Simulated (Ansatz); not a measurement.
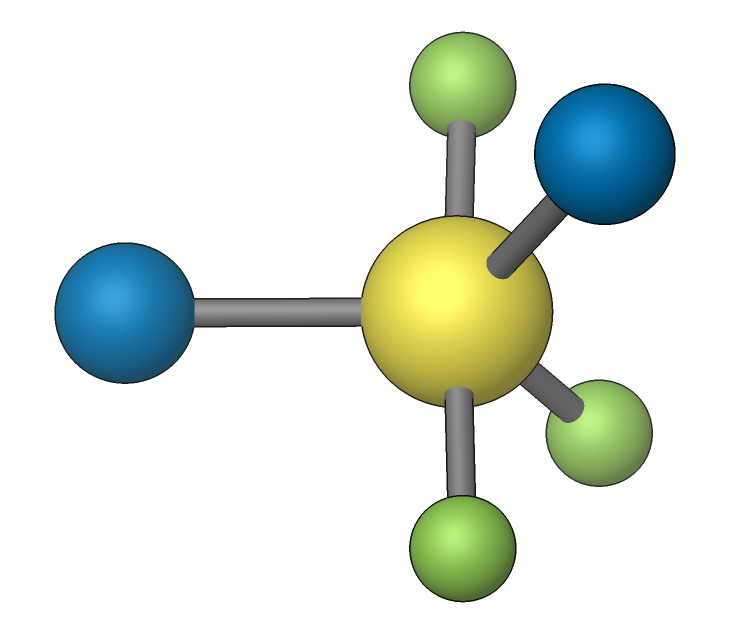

The picture shows a molecular structure as a ball-and-stick model. Colours: fluorine green, tantalum yellow, chlorine blue.

Charge 0, singlet. Computed geometry: PBE0-D4/def2-TZVP optimisation.

Question: Count the atoms of each element.

Answer: TaCl₂F₃, 6 atoms: 1 tantalum, 2 chlorine and 3 fluorine.

Question: Give a SMILES string for it.

Answer: [F][Ta]([F])([F])([Cl])[Cl]

Question: How many sets of symmetry-equivalent atoms are there?

Answer: 4: 2 F, 1 Ta, 1 F, 2 Cl.

Question: Count the bonded pairs by element.

Answer: 3 F–Ta, 2 Cl–Ta.

More results for the same structure follow; atom numbers are the same in all pictures, views and colours differ.

## Vibrations

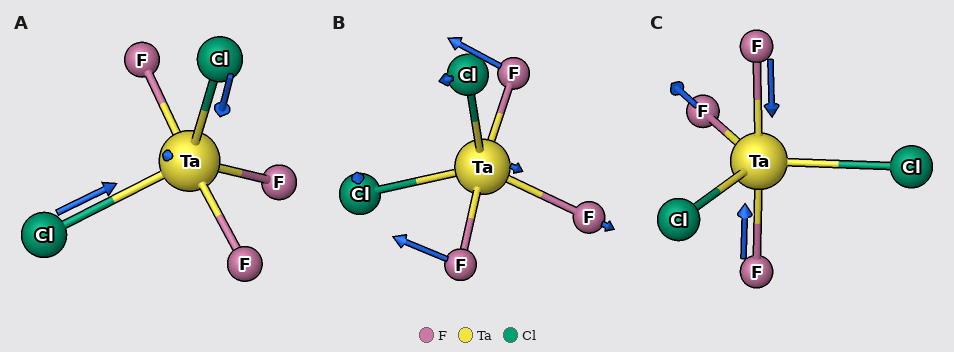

3 normal modes of one molecule or complex, as arrows. Harmonic vibrations computed with RKS PBE0-D4/def2-TZVP, core potentials on Ta (Ansatz 0.2.0) at a stationary point of the same level.

Question: Match the panels to the wavenumbers 179 cm⁻¹, 406 cm⁻¹, 659 cm⁻¹.

Answer: A: 406 cm⁻¹, in-phase stretching of 2 Ta–Cl bonds
B: 179 cm⁻¹, angle bending
C: 659 cm⁻¹, out-of-phase stretching of 3 Ta–F bonds

## Dipole moment

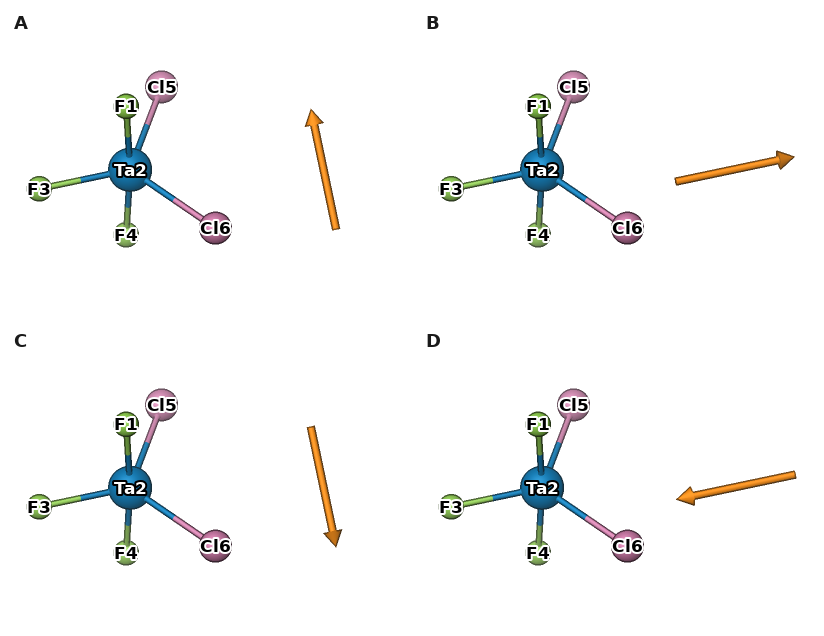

The same molecule four times, each with an arrow. Properties computed with RKS B3LYP-D4/def2-TZVPP, core potentials on Ta (Ansatz 0.2.0).

Question: Which arrow points along the dipole moment, from the negative to the positive end?

Answer: B. The dipole moment is 0.64 D; it points from the side of F3 to the side of Cl5, Cl6 (the outermost atoms at the two ends).

## Electronic properties

Properties computed with RKS HSE06 (plane-wave form)-D4/def2-TZVPP, core potentials on Ta (Ansatz 0.2.0).

Question: What is the HOMO–LUMO gap?

Answer: 6.53 eV.

Question: Estimate the HOMO energy (Kohn–Sham orbital).

Answer: −9.83 eV.
